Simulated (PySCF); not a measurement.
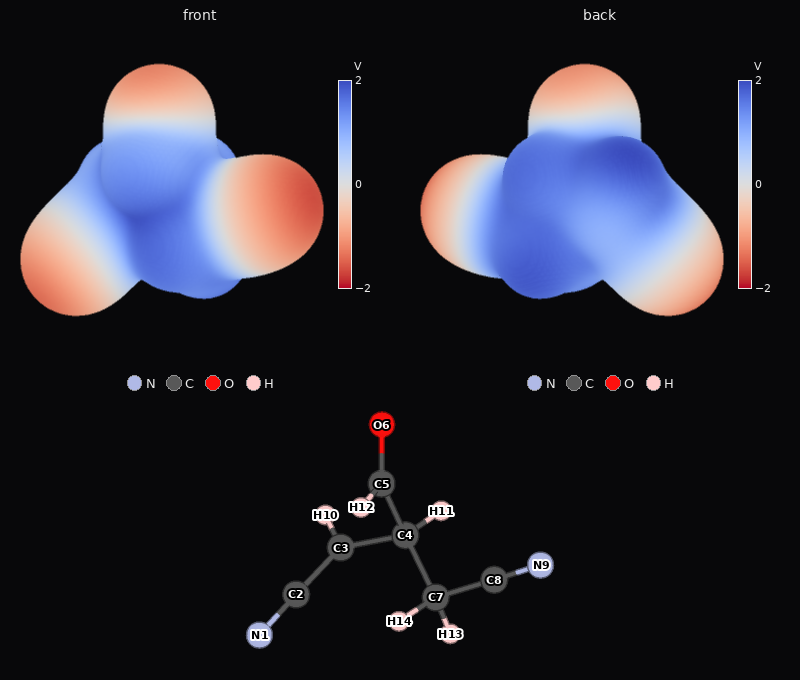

*C6H5N2O (doublet). The molecular electrostatic potential painted on the density surface at 0.002 e/bohr³, seen from the front and from behind; the colour scale runs from red (negative) to blue (positive). The bare structure is drawn below in the same view.*

Geometry: GFN2-xTB.

Method: PySCF, UKS B3LYP, pcH-1 on C H N O, non-relativistic, mean-field spin-orbit, GIAO.

| atom | x (Å) | y (Å) | z (Å) |
| --- | --- | --- | --- |
| N | -1.9640 | -2.0867 | 1.2950 |
| C | -1.7581 | -1.2327 | 0.5391 |
| C | -1.4911 | -0.2402 | -0.3648 |
| C | -0.1357 | 0.3269 | -0.5215 |
| C | -0.2073 | 1.4067 | 0.5716 |
| O | -0.5640 | 2.5285 | 0.3808 |
| C | 0.9961 | -0.6713 | -0.2534 |
| C | 2.2771 | -0.0072 | -0.2663 |
| N | 3.2841 | 0.5308 | -0.2826 |
| H | -2.3163 | 0.2138 | -0.8907 |
| H | -0.0208 | 0.8194 | -1.4909 |
| H | 0.0463 | 1.0153 | 1.5713 |
| H | 0.9957 | -1.4455 | -1.0267 |
| H | 0.8572 | -1.1581 | 0.7169 |

> Where is the surface potential most negative and most positive?

The most negative region (about −1.6 V) lies over N9, the most positive (about +1.9 V) over H10. N9 is the likeliest acceptor of a hydrogen bond.
